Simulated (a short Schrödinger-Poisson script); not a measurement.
System: MOS inversion layer, SiO2 on p-type Si(100), at 300 K.

```
layer  material  thickness (nm)  Na (cm⁻³)
-----  --------  --------------  ---------
1          SiO2             1.8          -
2            Si             580     5.4e17
```

The device is made up for the run: typed textbook-type constants, with dimensions and the other settings drawn at random. SiO2: permittivity 3.9, conduction-band edge (eV) 3.15, gap (eV) 9, electron mass (mₑ) 0.5. Si: permittivity 11.7, conduction-band edge (eV) 0, gap (eV) 1.124, Nv at 300 K (cm⁻³) 3.1e19.

Channel valleys (confinement mass, in-plane density-of-states mass, number): Δ2 0.916, 0.19, 2; Δ4 0.19, 0.417, 4. At the gate the conduction-band edge of layer 1 lies 3.36 eV − eVg above the Fermi level of the channel; the field vanishes at the back. Gaps are held at their typed values at every temperature. Mesh 0.03 nm at interfaces.

From a short Schrödinger-Poisson script (our own, NumPy): 1D Poisson equation in equilibrium, electrons quantum, Hartree (BenDaniel-Duke, 12 states a valley, the channel's in-plane mass for all, wave functions free to enter the dielectric), parabolic valleys, classical holes, full ionisation, no traps, pinning or gate leakage.

Only gate voltages with over 1e8 electrons/cm² are shown.

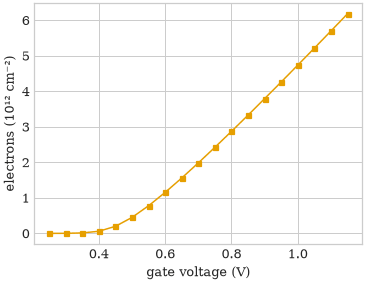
Sheet density against gate voltage

```csv
Vg (V),electrons (cm⁻²),C (μF/cm²),Δ2 E0 (meV),Δ2 E1 (meV),Δ4 E0 (meV),Δ4 E1 (meV)
0.25,5.08e8,0.209,247.4,312.3,296.2,403.2
0.35,1.34e10,0.257,162.0,229.5,212.5,323.8
0.45,1.99e11,0.743,91.2,161.4,143.5,258.6
0.55,7.78e11,1.18,54.0,127.9,109.0,227.3
0.65,1.56e12,1.35,33.8,111.6,91.7,212.6
0.75,2.42e12,1.44,20.1,101.8,80.7,204.2
0.85,3.33e12,1.48,9.5,95.0,72.8,198.6
0.95,4.26e12,1.52,0.6,89.9,66.6,194.5
1.05,5.22e12,1.54,-7.0,85.9,61.4,191.4
1.15,6.18e12,1.56,-13.9,82.5,56.9,188.9
```

Subbands count from the Fermi level.
